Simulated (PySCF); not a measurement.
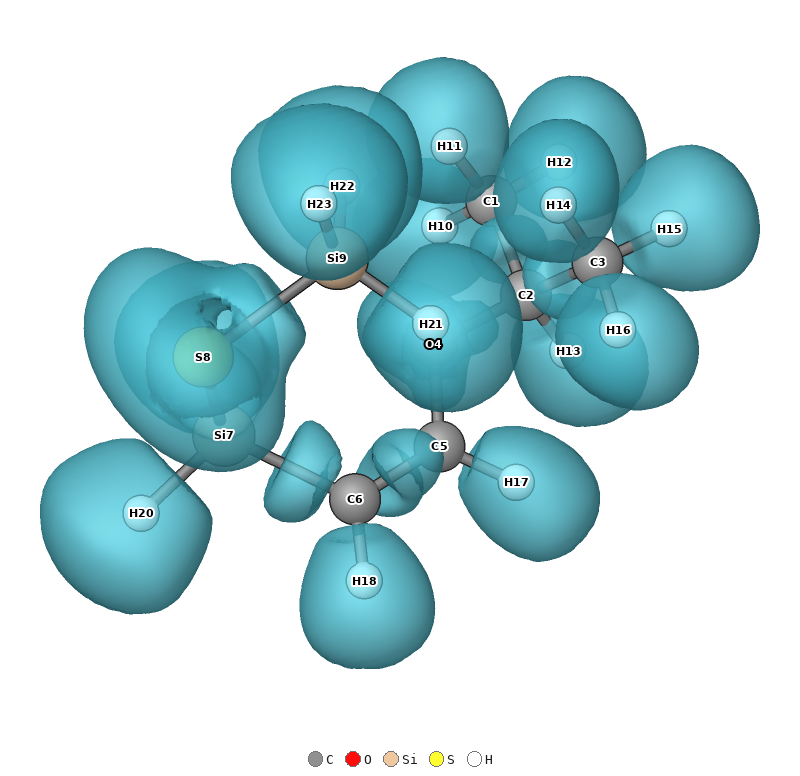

Figure. C₅H₁₄OSSi₂. Isosurface of the electron localisation function at 0.75 (cyan), seen at an oblique angle. Only the valence region is drawn (cores and ρ < 0.01 e/Å³ removed).

Geometry: GFN2-xTB.

Level of theory: PBE0/pcSseg-1, SCF density, gas phase, non-relativistic in PySCF.

```tsv
atom	x (Å)	y (Å)	z (Å)
C	-2.1543	-0.1081	1.4679
C	-1.6833	0.3716	0.1001
C	-1.3808	1.8695	0.1072
O	-0.5225	-0.3825	-0.2289
C	-0.2125	-0.5137	-1.5380
C	0.8087	-1.2707	-1.9283
Si	1.8655	-2.2010	-0.6971
S	3.4347	-0.9488	0.1054
Si	2.4188	0.7940	0.8106
H	-2.3524	-1.1765	1.4414
H	-1.3825	0.0836	2.2084
H	-3.0618	0.4153	1.7558
H	-2.4639	0.1644	-0.6490
H	-0.6405	2.0955	0.8706
H	-2.2892	2.4288	0.3135
H	-0.9889	2.1844	-0.8576
H	-0.8529	0.0215	-2.2364
H	1.0145	-1.3361	-2.9843
H	1.0847	-2.6934	0.4317
H	2.6243	-3.2531	-1.3604
H	1.8140	1.4797	-0.3251
H	1.4267	0.4161	1.8078
H	3.4891	1.5865	1.3949
```

What do the ELF domains correspond to?

Answer. The surface consists of three regions between bonded C–C atoms (shared pairs), one region between bonded C–Si atoms (shared pairs), 14 regions around hydrogen nuclei, one region on O in which the atom's valence shell and bonds are merged and one region on S in which the atom's valence shell and bonds are merged. Along the contacts the grid gives the following. C–C (1.33 Å): the ELF peaks at about 0.90 between the atoms (a multiple bond). C–O (1.35 Å): the ELF peaks at about 0.90 between the atoms: a polar covalent bond.
